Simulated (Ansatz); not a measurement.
# C₃H₆BN: shape, modes and thermochemistry

What shape does C₃H₆BN take? The plan is to relax it, check the end point by its vibrations and derive ideal-gas thermochemistry, and look at its orbitals and charge.

The runs use Ansatz 0.2.0, Gaussian basis; RKS PBE0-D4/def2-TZVP.

Plan: relaxation at PBE-D4/def2-SVP; relaxation at PBE0-D4/def2-TZVP; harmonic vibrations at the same level; a single point in def2-TZVPP for the fields.

## (1) The system as given

SMILES `BCN=C=C`, 11 atoms, charge 0, spin multiplicity 1.

Atoms are counted from 1 here; the program's logs count them from 0.

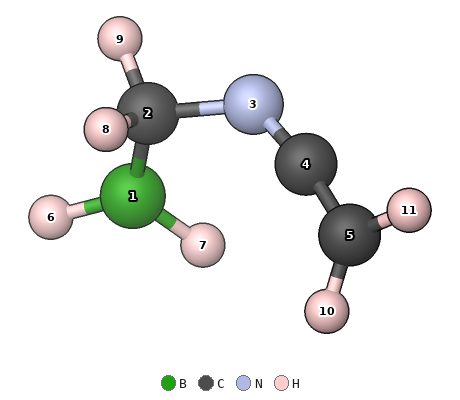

The starting geometry (boron green, carbon dark grey, nitrogen light blue, hydrogen pink); atoms are numbered from 1 in the order of the file.

The start is a force-field geometry with small random shifts, so a cheaper pass at PBE-D4/def2-SVP comes first.

## (2) Optimising with PBE-D4/def2-SVP (cheap first pass)

The input, in.yaml:

```yaml
crystal:
  periodic: [false, false, false]
  atoms:
    - {symbol: B, position_ang: [-1.384400, 0.650000, 0.943800]}
    - {symbol: C, position_ang: [-0.249400, -0.323400, 1.254300]}
    - {symbol: N, position_ang: [0.945700, 0.057100, 0.542000]}
    - {symbol: C, position_ang: [1.187700, -0.087100, -0.704900]}
    - {symbol: C, position_ang: [1.252400, -0.261400, -2.004700]}
    - {symbol: H, position_ang: [-2.489800, 0.557900, 1.435700]}
    - {symbol: H, position_ang: [-1.243500, 1.597800, 0.188000]}
    - {symbol: H, position_ang: [-0.506800, -1.337700, 0.972700]}
    - {symbol: H, position_ang: [-0.052100, -0.272900, 2.390000]}
    - {symbol: H, position_ang: [0.389400, -0.181500, -2.611000]}
    - {symbol: H, position_ang: [2.216300, -0.455900, -2.385300]}
basis:
  gaussian: {orbitals: def2-SVP}
hamiltonian: {xc: pbe, dispersion: d4}
relax: {f_tol: 0.03, max_steps: 200}
```

Command:

```console
$ ansatz run in.yaml --threads 2 --pin off --events-out ev --progress --plain --max-ram 4352MiB
```

The program printed, shortened:

```text
Functional definition: PBE
  name "PBE"
  cite "Perdew, Burke & Ernzerhof, Phys. Rev. Lett. 77, 3865 (1996) doi:10.1103/PhysRevLett.77.3865"
  parent pbe
[...]
1148 factors; their error is unknown
[...]
mean field -5360.45737699 eV, -196.9931751559 hartree, gradient 4.4e-5 eV, S^2 0.000000; 0 other end points of the search recorded, 0 dependent functions left out
[...]
reference -5360.45741264 eV, -196.9931764659 hartree; 18, 18 occupied and 82, 82 virtual orbitals, 1148 factors
relax step   1: F+E_penalty+E_count = -5360.64633347 eV  Δ(F+E_penalty+E_count) = +0.000e0 eV  max|allowed force component| = 5.215e0 eV/Å  Δτ_max = 0.0000 Å  (30 SCF iters, accepted)
[...]
relax step   7: F+E_penalty+E_count = -5361.67461920 eV  Δ(F+E_penalty+E_count) = -1.522e-3 eV  max|allowed force component| = 2.011e-1 eV/Å  Δτ_max = 0.0688 Å  (32 SCF iters, accepted)
[...]
relax step  13: F+E_penalty+E_count = -5361.68664167 eV  Δ(F+E_penalty+E_count) = -5.983e-4 eV  max|allowed force component| = 3.764e-2 eV/Å  Δτ_max = 0.0420 Å  (31 SCF iters, accepted)
[...]
relax step  19: F+E_penalty+E_count = -5361.68809756 eV  Δ(F+E_penalty+E_count) = -4.057e-4 eV  max|allowed force component| = 1.008e-1 eV/Å  Δτ_max = 0.0546 Å  (32 SCF iters, accepted)
[...]
relax step  24: F+E_penalty+E_count = -5361.68906712 eV  Δ(F+E_penalty+E_count) = -2.081e-4 eV  max|allowed force component| = 3.057e-2 eV/Å  Δτ_max = 0.0092 Å  (33 SCF iters, accepted)
[...]
relax step  25: F+E_penalty+E_count = -5361.68912610 eV  Δ(F+E_penalty+E_count) = -5.898e-5 eV  max|allowed force component| = 1.846e-2 eV/Å  Δτ_max = 0.0036 Å  (24 SCF iters, accepted)
1148 factors; their error is unknown
[...]
mean field -5361.50911540 eV, -197.0318258296 hartree, gradient 2.6e-5 eV, S^2 0.000000; 1 other end points of the search recorded, 0 dependent functions left out
[...]
reference -5361.50915296 eV, -197.0318272100 hartree; 18, 18 occupied and 82, 82 virtual orbitals, 1148 factors
Total energy: -5361.68916367 eV, -197.0384424814 hartree
Atom 0 at    -1.600672     0.702619     1.265576 Å, force     0.000602     0.003243    -0.001849 eV/Å
Atom 1 at    -0.325663    -0.172295     1.045913 Å, force     0.002551     0.010900    -0.013170 eV/Å
Atom 2 at     0.715217     0.386581     0.206815 Å, force    -0.001533    -0.013676    -0.002848 eV/Å
Atom 3 at     1.072189    -0.033876    -0.891425 Å, force    -0.017032     0.018462     0.014493 eV/Å
Atom 4 at     1.521611    -0.404991    -2.082789 Å, force     0.000490    -0.004188    -0.001458 eV/Å
Atom 5 at    -2.509554     0.215613     1.912734 Å, force     0.003014     0.003031    -0.001835 eV/Å
Atom 6 at    -1.684944     1.843754     0.856569 Å, force     0.003012    -0.010514     0.005241 eV/Å
Atom 7 at    -0.603897    -1.221998     0.779910 Å, force     0.000150    -0.004257    -0.000253 eV/Å
Atom 8 at     0.059779    -0.250710     2.097801 Å, force     0.000726     0.001143     0.005362 eV/Å
Atom 9 at     1.053958    -0.019125    -3.000839 Å, force     0.003303    -0.001910    -0.000804 eV/Å
Atom 10 at     2.367476    -1.102672    -2.169666 Å, force     0.004715    -0.002235    -0.002879 eV/Å
Dipole moment:    -0.117838    -0.245794     0.098800 e Å
```

It took 36 s on 2 threads of Arm Neoverse V2, shared host.

Along the way: (the energy doesn't fall at every step)

| step | energy from step 1 (eV) | largest force component (eV/Å) |
| --- | --- | --- |
| 1 | 0.0000 | 5.2145 |
| 2 | -0.6232 | 1.0048 |
| 3 | -0.8107 | 0.7927 |
| 4 | -0.9212 | 0.4835 |
| 5 | -0.9839 | 0.4382 |
| 6 | -1.0268 | 0.3560 |
| 7 | -1.0283 | 0.2011 |
| 8 | -1.0255 | 0.3835 |
| 9 | -1.0363 | 0.1213 |
| 10 | -1.0368 | 0.2226 |
| 11 | -1.0397 | 0.0532 |
| 12 | -1.0353 | 0.1675 |
| 13 | -1.0403 | 0.0376 |
| 14 | -1.0404 | 0.0454 |
| 15 | -1.0406 | 0.0331 |
| 16 | -1.0407 | 0.0382 |
| 17 | -1.0411 | 0.0737 |
| 18 | -1.0414 | 0.0943 |
| 19 | -1.0418 | 0.1008 |
| 20 | -1.0421 | 0.0793 |
| 21 | -1.0407 | 0.1266 |
| 22 | -1.0425 | 0.0446 |
| 23 | -1.0425 | 0.0557 |
| 24 | -1.0427 | 0.0306 |
| 25 | -1.0428 | 0.0185 |

Distances of close pairs at the start and the end, largest changes first:

| bond | before (Å) | after (Å) | change (Å) |
| --- | --- | --- | --- |
| N3–C4 | 1.278 | 1.229 | -0.049 |
| C5–H11 | 1.054 | 1.100 | +0.045 |
| C5–H10 | 1.058 | 1.100 | +0.042 |
| B1–C2 | 1.527 | 1.562 | +0.035 |
| C2–H8 | 1.084 | 1.118 | +0.034 |
| C2–H9 | 1.154 | 1.123 | -0.031 |
| C4–C5 | 1.313 | 1.326 | +0.013 |
| C2–N3 | 1.442 | 1.449 | +0.007 |

## (3) Optimising with PBE0-D4/def2-TZVP

The input, in.yaml:

```yaml
crystal:
  periodic: [false, false, false]
  atoms:
    - {symbol: B, position_ang: [-1.600672, 0.702619, 1.265576]}
    - {symbol: C, position_ang: [-0.325663, -0.172295, 1.045913]}
    - {symbol: N, position_ang: [0.715217, 0.386581, 0.206815]}
    - {symbol: C, position_ang: [1.072189, -0.033876, -0.891425]}
    - {symbol: C, position_ang: [1.521611, -0.404991, -2.082789]}
    - {symbol: H, position_ang: [-2.509554, 0.215613, 1.912734]}
    - {symbol: H, position_ang: [-1.684944, 1.843754, 0.856569]}
    - {symbol: H, position_ang: [-0.603897, -1.221998, 0.779910]}
    - {symbol: H, position_ang: [0.059779, -0.250710, 2.097801]}
    - {symbol: H, position_ang: [1.053958, -0.019125, -3.000839]}
    - {symbol: H, position_ang: [2.367476, -1.102672, -2.169666]}
basis:
  gaussian: {orbitals: def2-TZVP}
hamiltonian: {xc: pbe0, dispersion: d4}
relax: {f_tol: 0.005, max_steps: 150}
```

Same command.

The program printed, shortened:

```text
Functional definition: PBE0
  name "PBE0"
  cite "Adamo & Barone, J. Chem. Phys. 110, 6158 (1999) doi:10.1063/1.478522"
  cite "Perdew, Burke & Ernzerhof, Phys. Rev. Lett. 77, 3865 (1996) doi:10.1103/PhysRevLett.77.3865"
  parent pbe
[...]
1128 factors; their error is unknown
[...]
mean field -5367.90884099 eV, -197.2670114071 hartree, gradient 2.9e-5 eV, S^2 0.000000; 0 other end points of the search recorded, 0 dependent functions left out
[...]
reference -5367.90887543 eV, -197.2670126727 hartree; 18, 18 occupied and 173, 173 virtual orbitals, 1128 factors
relax step   1: F+E_penalty+E_count = -5368.06000794 eV  Δ(F+E_penalty+E_count) = +0.000e0 eV  max|allowed force component| = 1.200e0 eV/Å  Δτ_max = 0.0000 Å  (29 SCF iters, accepted)
[...]
Atom 1 at    -0.298433    -0.170646     1.058497 Å, force     0.000873     0.000023    -0.002465 eV/Å
Atom 2 at     0.750792     0.400340     0.240825 Å, force    -0.002361    -0.002157     0.002570 eV/Å
Atom 3 at     1.070572    -0.011013    -0.852044 Å, force     0.003158     0.002153    -0.002690 eV/Å
Atom 4 at     1.474347    -0.393202    -2.036581 Å, force    -0.000835    -0.000856    -0.000172 eV/Å
Atom 5 at    -2.469911     0.232977     1.881487 Å, force     0.000097     0.000003    -0.000207 eV/Å
Atom 6 at    -1.683886     1.779627     0.747811 Å, force    -0.000700    -0.000517     0.000406 eV/Å
Atom 7 at    -0.581059    -1.184890     0.734167 Å, force     0.000579    -0.000337     0.000670 eV/Å
Atom 8 at     0.091359    -0.301681     2.080748 Å, force    -0.000268    -0.000142     0.000907 eV/Å
Atom 9 at     1.011299     0.008190    -2.927940 Å, force    -0.000258    -0.000094     0.000511 eV/Å
Atom 10 at     2.279310    -1.109002    -2.134840 Å, force     0.000015    -0.000047     0.000109 eV/Å
Dipole moment:    -0.139598    -0.243787     0.067958 e Å
```

It took 1.7 min on 2 threads of Arm Neoverse V2, shared host.

Relaxation path: (the energy doesn't fall at every step)

| step | energy from step 1 (eV) | largest force component (eV/Å) |
| --- | --- | --- |
| 1 | 0.0000 | 1.2003 |
| 2 | -0.0607 | 0.1852 |
| 3 | 0.0187 | 1.2002 |
| 4 | -0.0597 | 0.3627 |
| 5 | -0.0665 | 0.0975 |
| 6 | -0.0671 | 0.0947 |
| 7 | -0.0671 | 0.0671 |
| 8 | -0.0677 | 0.0196 |
| 9 | -0.0678 | 0.0361 |
| 10 | -0.0680 | 0.0192 |
| 11 | -0.0680 | 0.0259 |
| 12 | -0.0680 | 0.0194 |
| 13 | -0.0681 | 0.0141 |
| 14 | -0.0680 | 0.0353 |
| 15 | -0.0681 | 0.0091 |
| 16 | -0.0681 | 0.0455 |
| 17 | -0.0681 | 0.0081 |
| 18 | -0.0682 | 0.0173 |
| 19 | -0.0484 | 1.4081 |
| 20 | -0.0681 | 0.0226 |
| 21 | -0.0682 | 0.0086 |
| 22 | -0.0682 | 0.0085 |
| 23 | -0.0682 | 0.0157 |
| 24 | -0.0682 | 0.0065 |
| 25 | -0.0682 | 0.0060 |
| 26 | -0.0682 | 0.0051 |
| 27 | -0.0682 | 0.0032 |

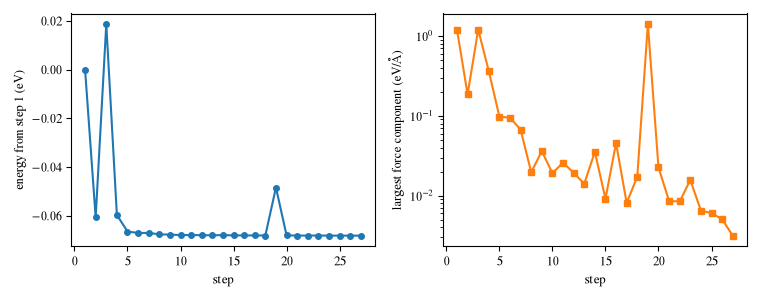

Energy and force, step by step.

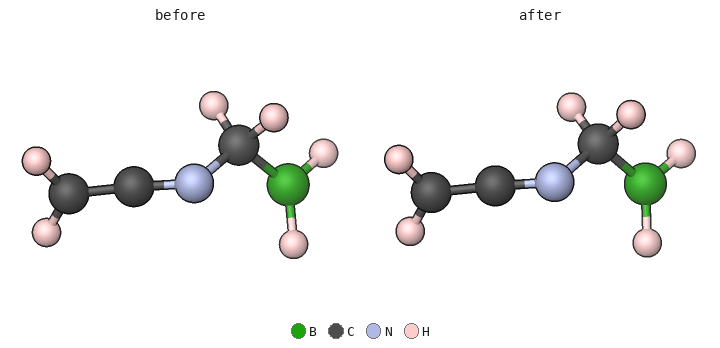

Before and after, at one scale.

Distances of close pairs at the start and the end, largest changes first:

| bond | before (Å) | after (Å) | change (Å) |
| --- | --- | --- | --- |
| B1–H7 | 1.215 | 1.194 | -0.022 |
| C2–H9 | 1.123 | 1.102 | -0.021 |
| B1–H6 | 1.217 | 1.196 | -0.021 |
| C5–H10 | 1.100 | 1.082 | -0.018 |
| C5–H11 | 1.100 | 1.082 | -0.018 |
| N3–C4 | 1.229 | 1.211 | -0.018 |
| C4–C5 | 1.326 | 1.309 | -0.018 |
| C2–H8 | 1.118 | 1.102 | -0.016 |

Mulliken charges of the relaxed molecule (report file):

| atom | value (e) |
| --- | --- |
| B1 | -0.05 |
| C2 | -0.12 |
| N3 | -0.12 |
| C4 | 0.02 |
| C5 | -0.36 |
| H6 | 0.02 |
| H7 | 0.04 |
| H8 | 0.13 |
| H9 | 0.15 |
| H10 | 0.16 |
| H11 | 0.16 |

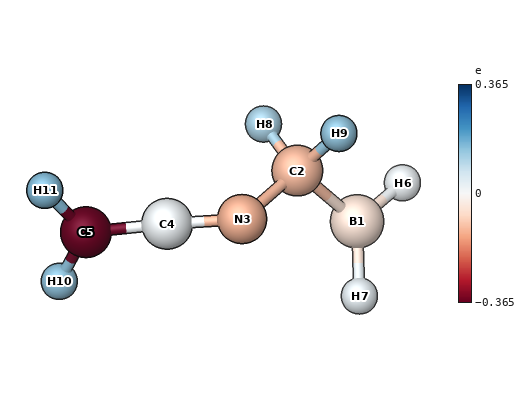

Mulliken charges of the relaxed molecule (report file), as colours on the atoms.

## (4) Harmonic vibrations

The input, in.yaml:

```yaml
crystal:
  periodic: [false, false, false]
  atoms:
    - {symbol: B, position_ang: [-1.578889, 0.692198, 1.228469]}
    - {symbol: C, position_ang: [-0.298433, -0.170646, 1.058497]}
    - {symbol: N, position_ang: [0.750792, 0.400340, 0.240825]}
    - {symbol: C, position_ang: [1.070572, -0.011013, -0.852044]}
    - {symbol: C, position_ang: [1.474347, -0.393202, -2.036581]}
    - {symbol: H, position_ang: [-2.469911, 0.232977, 1.881487]}
    - {symbol: H, position_ang: [-1.683886, 1.779627, 0.747811]}
    - {symbol: H, position_ang: [-0.581059, -1.184890, 0.734167]}
    - {symbol: H, position_ang: [0.091359, -0.301681, 2.080748]}
    - {symbol: H, position_ang: [1.011299, 0.008190, -2.927940]}
    - {symbol: H, position_ang: [2.279310, -1.109002, -2.134840]}
basis:
  gaussian: {orbitals: def2-TZVP}
hamiltonian: {xc: pbe0, dispersion: d4}
phonons: {temperatures: {t_min: 298.15, t_max: 900, t_step: 200}}
```

Launched as before.

The program printed, shortened:

```text
Functional definition: PBE0
  name "PBE0"
  cite "Adamo & Barone, J. Chem. Phys. 110, 6158 (1999) doi:10.1063/1.478522"
  cite "Perdew, Burke & Ernzerhof, Phys. Rev. Lett. 77, 3865 (1996) doi:10.1103/PhysRevLett.77.3865"
  parent pbe
[...]
1128 factors; their error is unknown
[...]
mean field -5367.97487543 eV, -197.2694381280 hartree, gradient 2.7e-5 eV, S^2 0.000000; 0 other end points of the search recorded, 0 dependent functions left out
[...]
reference -5367.97490917 eV, -197.2694393679 hartree; 18, 18 occupied and 173, 173 virtual orbitals, 1128 factors
[...]
1128 factors; their error is unknown
mean field -5367.97474074 eV, -197.2694331781 hartree, gradient 1.2e-6 eV, S^2 0.000000; 0 other end points of the search recorded, 0 dependent functions left out
[...]
reference -5367.97477447 eV, -197.2694344179 hartree; 18, 18 occupied and 173, 173 virtual orbitals, 1128 factors
[...]
Atom 4 at     1.474347    -0.393202    -2.036581 Å, force    -0.000872    -0.000806    -0.000195 eV/Å
Atom 5 at    -2.469911     0.232977     1.881487 Å, force     0.000048     0.000010    -0.000195 eV/Å
Atom 6 at    -1.683886     1.779627     0.747811 Å, force    -0.000659    -0.000536     0.000379 eV/Å
Atom 7 at    -0.581059    -1.184890     0.734167 Å, force     0.000592    -0.000340     0.000643 eV/Å
Atom 8 at     0.091359    -0.301681     2.080748 Å, force    -0.000276    -0.000155     0.000942 eV/Å
Atom 9 at     1.011299     0.008190    -2.927940 Å, force    -0.000259    -0.000111     0.000528 eV/Å
Atom 10 at     2.279310    -1.109002    -2.134840 Å, force     0.000038    -0.000062     0.000108 eV/Å
Dipole moment:    -0.139596    -0.243787     0.067957 e Å
Vibrations: 55.21 179.38 212.82 325.36 377.36 532.28 595.87 627.57 710.77 763.29 962.57 994.77 996.63 1054.69 1206.42 1217.06 1279.45 1302.22 1408.50 1456.30 2165.76 2593.09 2684.25 2985.36 3021.15 3181.16 3270.83 cm⁻¹, zero-point energy 2.241642 eV
```

Run time: 3 min. Hardware: 2 threads of Arm Neoverse V2, shared host.

Motions are named by where the mode's potential energy lies. The modes, unscaled (a negative number is an imaginary wavenumber):

| mode | cm⁻¹ | motion |
| --- | --- | --- |
| 1 | 55 | torsion |
| 2 | 179 | bend with torsion |
| 3 | 213 | torsion with bend |
| 4 | 325 | bend |
| 5 | 377 | bend |
| 6 | 532 | torsion with bend |
| 7 | 596 | not assigned (largely outside the bonds, angles and torsions drawn) |
| 8 | 628 | bend |
| 9 | 711 | out-of-plane bend |
| 10 | 763 | bend with C–N stretch |
| 11 | 963 | bend with B–C stretch |
| 12 | 995 | bend with C–N stretch |
| 13 | 997 | bend |
| 14 | 1055 | torsion |
| 15 | 1206 | bend |
| 16 | 1217 | bend |
| 17 | 1279 | bend |
| 18 | 1302 | bend |
| 19 | 1408 | bend |
| 20 | 1456 | bend |
| 21 | 2166 | C–N and C–C stretch |
| 22 | 2593 | B–H stretch |
| 23 | 2684 | B–H stretch |
| 24 | 2985 | C–H stretch |
| 25 | 3021 | C–H stretch |
| 26 | 3181 | C–H stretch |
| 27 | 3271 | C–H stretch |

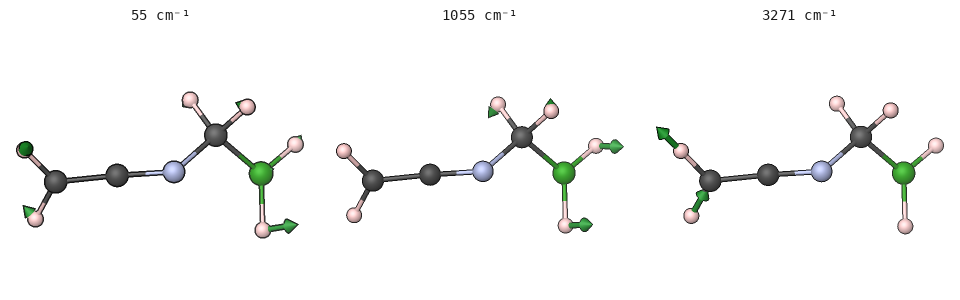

How the atoms move in 3 of the modes.

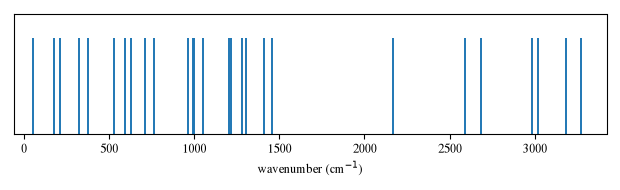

The harmonic wavenumbers as sticks (no intensities were computed).

Ideal gas, rigid rotor and harmonic oscillator at 298.15 K and 1 bar, with symmetry number 1:

| term | value |
| --- | --- |
| zero-point energy | 216.3 kJ/mol |
| H(298) − E | 235.7 kJ/mol |
| entropy, translation | 161.3 J/(mol K) |
| entropy, rotation | 106.0 J/(mol K) |
| entropy, vibration | 57.9 J/(mol K) |
| entropy, total | 325.2 J/(mol K) |

## (5) A single point for the fields

Edit in.yaml of step 4 so:

```diff
@@ -15,4 +15,4 @@
 basis:
-  gaussian: {orbitals: def2-TZVP}
+  gaussian: {orbitals: def2-TZVPP}
 hamiltonian: {xc: pbe0, dispersion: d4}
-phonons: {temperatures: {t_min: 298.15, t_max: 900, t_step: 200}}
+output: {orbitals: {seedname: orbitals}}
```

The command is unchanged.

The program printed:

```text
Functional definition: PBE0
  name "PBE0"
  cite "Adamo & Barone, J. Chem. Phys. 110, 6158 (1999) doi:10.1063/1.478522"
  cite "Perdew, Burke & Ernzerhof, Phys. Rev. Lett. 77, 3865 (1996) doi:10.1103/PhysRevLett.77.3865"
  parent pbe
  parameter a = 0.25
  parameter kappa = 0.804
  parameter beta = 0.06672455060314922
  exchange = (1 - a)*pbe_x(kappa = kappa, mu = beta*pi^2/3) + a*exact_x
  correlation = pbe_c(beta = beta)
1218 factors; their error is unknown
mean field evaluation 1: about -5361.0004 eV, gradient 5.5e1 eV
mean field evaluation 2: about -5360.3423 eV, gradient 5.7e1 eV
mean field evaluation 4: about -5367.9831 eV, gradient 4.3e0 eV
mean field evaluation 8: about -5368.0224 eV, gradient 5.2e-1 eV
mean field evaluation 16: about -5368.0227 eV, gradient 3.5e-5 eV
mean field -5368.02272516 eV, -197.2711965733 hartree, gradient 3.5e-5 eV, S^2 0.000000; 0 other end points of the search recorded, 0 dependent functions left out
reference -5368.02275915 eV, -197.2711978223 hartree; 18, 18 occupied and 221, 221 virtual orbitals, 1218 factors
Total energy: -5368.17610843 eV, -197.2768333045 hartree
```

Wall time 2.9 s (2 threads of Arm Neoverse V2, shared host).

Orbitals, density, ELF and potential are computed afterwards from the orbital file.

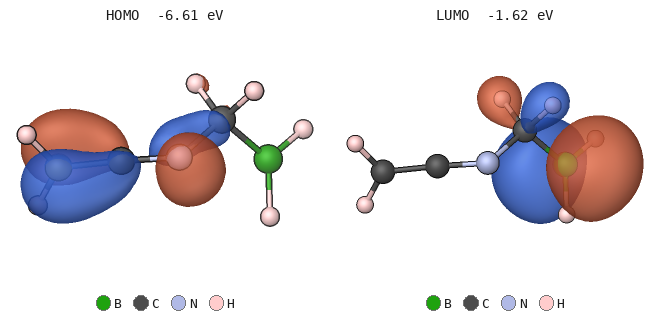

PBE0-D4/def2-TZVPP orbitals near the gap, drawn at the value that encloses 70 % of each; the two colours are the two signs.

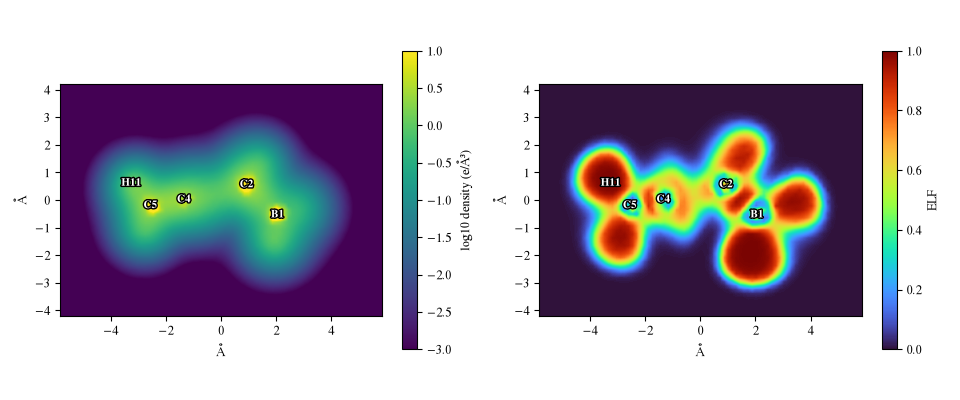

Density (left) and ELF (right) in a plane through or near 5 of the atoms.

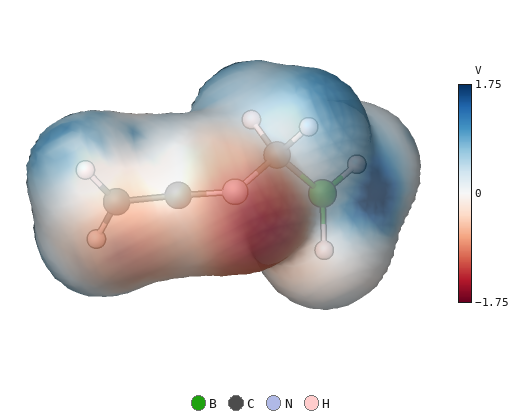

The potential that a unit positive charge feels on the 0.002 e/bohr³ surface, from -1.23 V near N3 to 1.75 V near B1.

## (6) Outcome

| quantity | value |
| --- | --- |
| point group | C1 |
| steps | 25 + 27 |
| shift from the start (rms) | 0.486 Å |
| total energy | -5368.1283 eV |
| dispersion term | -153 meV |
| dipole moment | 1.39 D |
| lowest, highest wavenumber | 55, 3271 cm⁻¹ |
| zero-point energy | 216.3 kJ/mol |
| entropy at 298.15 K | 325.2 J/(mol K) |
| HOMO, LUMO | -6.61, -1.62 eV |

**Reading.** The relaxed geometry lies 0.49 Å (rms) from the start; the bond that changed most is N3–C4, from 1.278 to 1.211 Å. All wavenumbers are real, so the end point is a minimum. The stiffest mode, 3271 cm⁻¹, is a C–H stretch, and 2 modes under 200 cm⁻¹ make the vibrational entropy uncertain. Harmonic hybrid wavenumbers usually lie a few per cent above measured fundamentals. The largest Mulliken charge, -0.36 e, sits on C5. The HOMO lies mostly on C5 38 %; N3 28 % and the LUMO on B1 51 %; H6, H7 about 16 % each.
